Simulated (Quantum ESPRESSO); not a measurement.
# Energy and gap at +3 % biaxial strain: alpha-Ga2S3 ferroelectric layer, 1 layer

Method. Quantum ESPRESSO 7.5 driven by ASE, PBE, GBRV ultrasoft, ESM (bc1); atomic heights clamped; cell area 11.502 Å² at zero strain.

| strain (%) | energy (meV a cell) | gap on the mesh (eV) |
| --- | --- | --- |
| −3 | 121.50 | 1.763 |
| −1.5 | 29.84 | 1.745 |
| 0 | 0.00 | 1.650 |
| +1.5 | 24.74 | 1.560 |

**Question.** What are energy and gap at +3 %, and how stiff is the sheet?

By hand: About zero, E'' = (29.84 + 24.74 − 2 × 0.00)/1.5² = 24.26 meV per %² and E' = (24.74 − 29.84)/3 = −1.70 meV per %. With E = A K ε², where K = (C11 + C22)/2 + C12 (C11 + C12 for a hexagonal sheet), K = 24.26 × 10/(2 × 11.502) × 16.02 = 169 N/m. The parabola gives E(+3 %) = 0.00 + 3 × (−1.70) + 4.5 × 24.26 = 104.1 meV. Continuing the last slope, the gap is 2 × 1.560 − 1.650 = 1.470 eV.

What the calculation gave: E = 97.4 meV and the gap 1.474 eV. The parabola misses by +6.7 meV, too high, since bonds soften under tension. The gap's line misses by −0.004 eV.

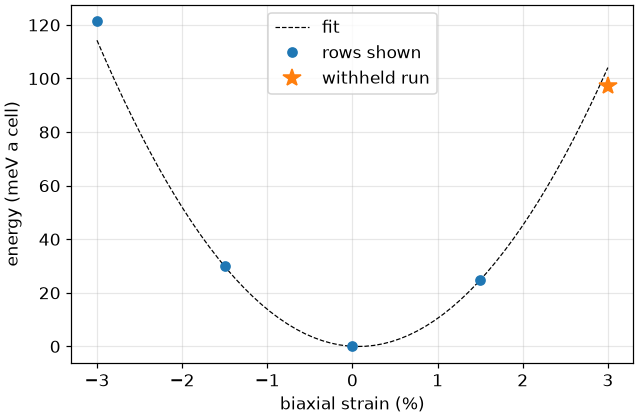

The rows shown, the fit and the withheld run.

Caveats: Clamped heights stiffen sheets with several planes. Semilocal gap, no spin-orbit coupling.
